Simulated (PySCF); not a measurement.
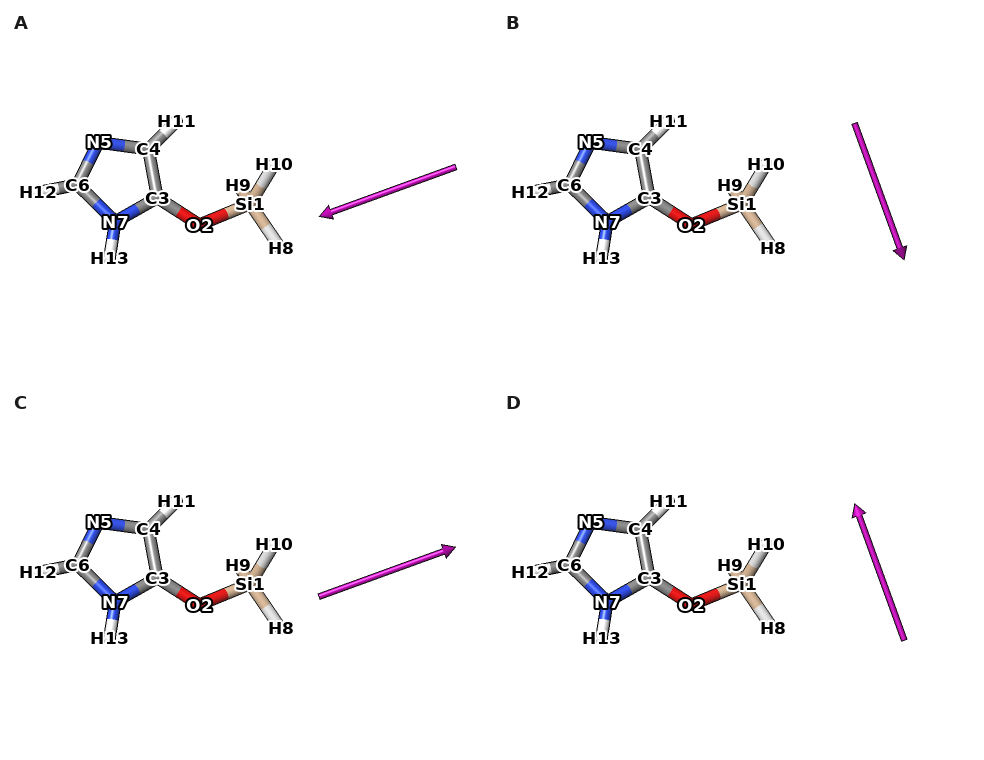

The same molecule four times, each with an arrow. Geometry: a frame of a GFN2-xTB molecular-dynamics simulation, not a minimum. Level of theory: PBE0/pcSseg-1, gas phase (PySCF 2.14.0).

**Which arrow points along the dipole moment, from the negative to the positive end?**

B. The dipole moment is 2.97 D; it points from the side of N5 to the side of H8 (the outermost atoms at the two ends).
